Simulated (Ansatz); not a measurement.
## Electronic structure of AlH$_{5}$O$_{2}$Si···H$_{2}$ in real space

```xyz
11

Al   -0.0222    0.5666   -0.2947
H    -0.0320   -0.3063    2.3224
O     1.4459   -0.2151   -0.6574
Si    2.3880   -1.4159   -1.2932
H     1.5417   -2.4615   -1.9471
H     3.3252   -0.8540   -2.3094
H     3.1831   -2.0596   -0.2059
H    -1.4256    0.0472   -0.7832
O    -0.0163    2.0400    0.6436
H     0.7724    2.5399    0.8810
H    -0.0516    0.3852    2.1215
```

Not at a stationary point (largest force 1.8 eV/Å).

All numbers below come from RKS r2SCAN/def2-SVP (Ansatz).

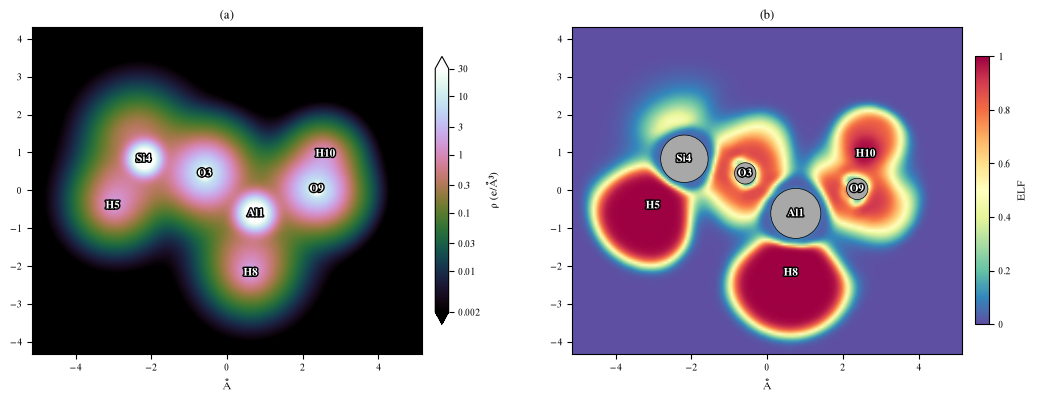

Figure 1. (a) total electron density; (b) ELF on the plane of atoms O3, Al1 and H8. Grey discs cover the atomic cores in the ELF map.

### What does the map show?

The section cuts through Al, O, Si and H sites.
Al1···H10 (2.43 Å): the density falls to about 0.58 e/Å³ on the way; the ELF climbs to about 1 towards the hydrogen.
Si–O (1.65 Å): the density is about 1.1 e/Å³ at the midpoint; the ELF peaks at about 0.85 between the atoms: a shared but strongly polarised pair.
Al–O (1.70 Å): ρ at the midpoint is about 0.8 e/Å³; the ELF peaks at about 0.85 in the valence shell of O, 0.6 Å from its nucleus, and is about 0.40 at the midpoint.
Al–O (1.75 Å): ρ at the midpoint is about 0.76 e/Å³; the ELF peaks at about 0.90 in the valence shell of O, 0.6 Å from its nucleus, and is about 0.35 at the midpoint.
O–H (0.96 Å): the density is about 3.6 e/Å³ at the midpoint; the ELF climbs to about 1 towards the hydrogen: an ordinary covalent bond to hydrogen.
The ELF also peaks beside O9 and O3, away from the bonds: lone-pair regions.

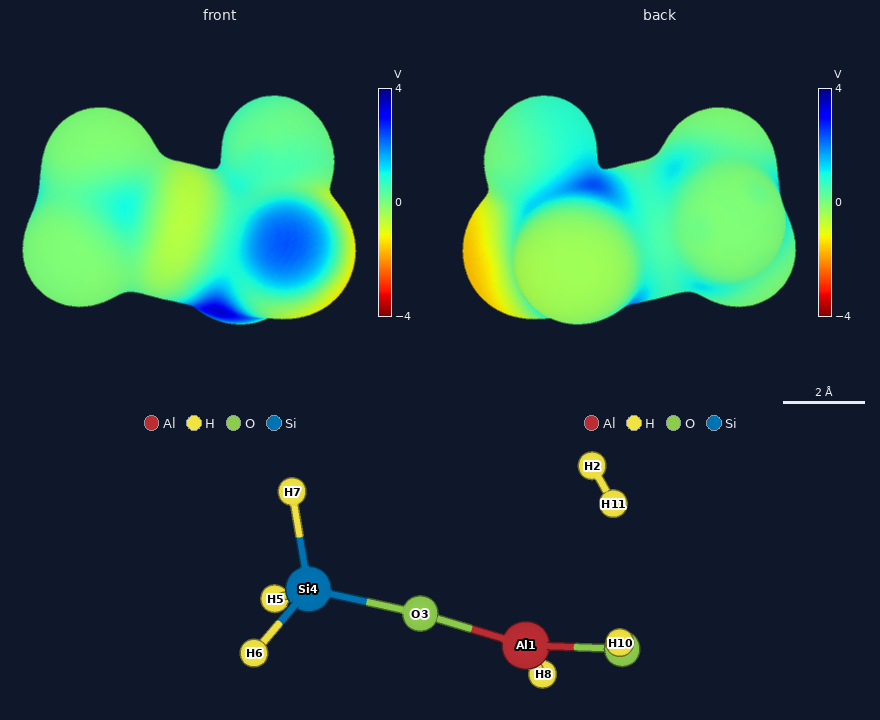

Figure 2. The molecular electrostatic potential painted on the density surface at 0.002 e/bohr³, seen from the front and from behind; red is negative and blue positive. The bare structure is drawn below in the same view.

### Which sites attract a positive test charge, and which a negative one?

A positive charge is drawn to the negative regions and a negative charge to the positive ones. The most negative region (about −1.6 V) lies over O9, the most positive (about +3.1 V) over Al1. O9 is the likeliest acceptor of a hydrogen bond.

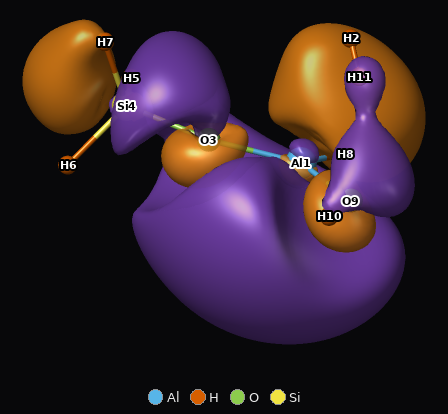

Figure 3. The LUMO at ±0.05 Å⁻³ᐟ² (orange and purple are the two phases), seen at a tilt.

### Describe this orbital and give its energy.

By Hirshfeld shares it lies mainly on Al1 (about 60 %), Si4 (about 10 %), O3 (about 10 %), O9 (about 5 %) and H8 (about 5 %). Its energy is −0.55 eV.

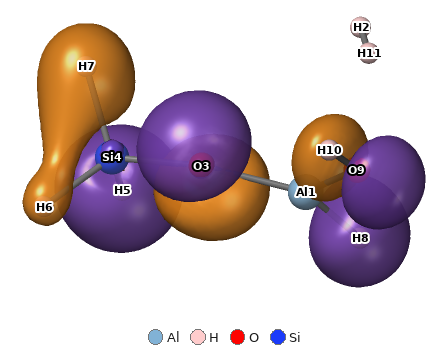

Figure 4. The HOMO−1 at ±0.1 Å⁻³ᐟ² (orange and purple are the two phases), seen at a tilt.

### Describe this orbital and give its energy.

By Hirshfeld shares it lies mainly on O3 (about 35 %), Si4 (about 15 %), H5 (about 15 %), O9 (about 15 %) and H8 (about 5 %). Its energy is −7.48 eV.
